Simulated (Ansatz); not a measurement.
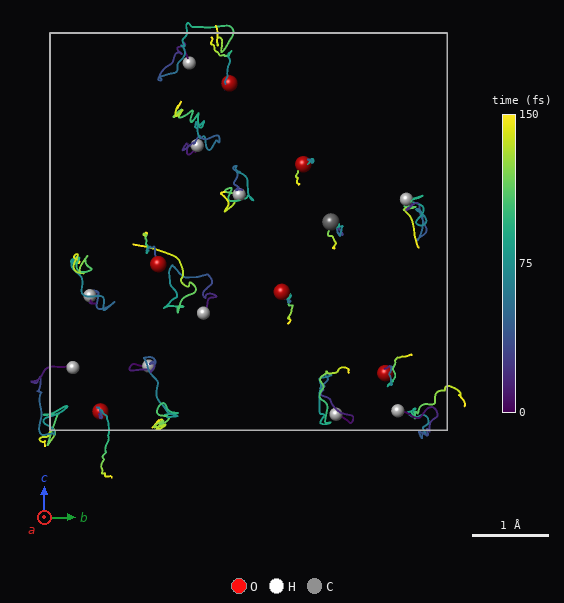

First-principles dynamics of a periodic cell with 4 H2O + 1 HCOOH at 1.339 g/cm³, 150 fs long. Lines trace each atom's path, coloured by time; spheres stand at the starting positions. Seen along the a axis in the simulation cell.

Level of theory: Ansatz, DFT PBE-D3(BJ), scalar-relativistic, plane waves, PAW. Settings: plane-wave cutoff 420 eV; k-point mesh 1 × 1 × 1; Fermi-Dirac smearing 0.02 eV; low-accuracy preset; Langevin thermostat (NVT); set temperature 700 K; time step 0.5 fs; friction 0.02 per fs.

The input:
```yaml
accuracy: low
crystal:
  lattice:
    - [5.270442, 0.0, 0.0]
    - [0.0, 5.270442, 0.0]
    - [0.0, 0.0, 5.270442]
  atoms:
    - { symbol: O, position: [0.58732451, 0.12713608, 0.04747515] }
    - { symbol: H, position: [0.7237863, 0.05780335, 0.15802626] }
    - { symbol: H, position: [0.49865194, 0.2486583, 0.16177396] }
    - { symbol: O, position: [0.94628771, 0.451823, 0.87327344] }
    - { symbol: H, position: [0.79768501, 0.35064506, 0.92463371] }
    - { symbol: H, position: [1.00595727, 0.37054588, 0.71684895] }
    - { symbol: O, position: [0.1595061, 0.2726181, 0.4183384] }
    - { symbol: H, position: [0.14687104, 0.10054268, 0.33892188] }
    - { symbol: H, position: [0.07761243, 0.38630463, 0.29501718] }
    - { symbol: O, position: [0.1465257, 0.84408049, 0.14404956] }
    - { symbol: H, position: [0.05045095, 0.72002276, 0.04038597] }
    - { symbol: H, position: [0.30374534, 0.87557571, 0.04922468] }
    - { symbol: O, position: [0.42202113, 0.63761927, 0.66968428] }
    - { symbol: C, position: [0.61449352, 0.70708297, 0.52455687] }
    - { symbol: O, position: [0.69812247, 0.58348565, 0.34846523] }
    - { symbol: H, position: [0.35457915, 0.4762853, 0.5936211] }
    - { symbol: H, position: [0.68822083, 0.89715805, 0.58158457] }
basis:
  ecutwfc: 420.0
kpoints:
  mp_grid: { grid: [1, 1, 1] }
hamiltonian:
  xc: pbe
  dispersion: d3bj
scf:
  occupations: { method: fermi_dirac, width: 0.02 }
  lower_state_search: "off"
md:
  timestep: 0.5
  n_steps: 300
  ensemble: nvt_langevin
  temperature: 700.0
  initial_velocities: maxwell_boltzmann
  seed: 255652
  friction: 0.02
```

Command:
```bash
ansatz run input.yaml --threads 1 --pin off --max-ram 3072MiB --backend cpu --events-out ev --progress --plain --runs-dir out
```

How do the atoms move?

Answer. In the second half of the run the atoms are, in the root-mean-square, this far from where they began (common drift taken out): H 0.82 Å, O 0.49 Å, C 0.20 Å. The heavy atoms stay within a fraction of a molecule's size of their starting places, while the hydrogen atoms travel further, as molecules turn; so short a run doesn't tell a liquid from a solid.

Limits of the set-up: the program's low-accuracy preset was used; the periodic images lie only 5.3 Å apart, so the values are limited by the cell's size.
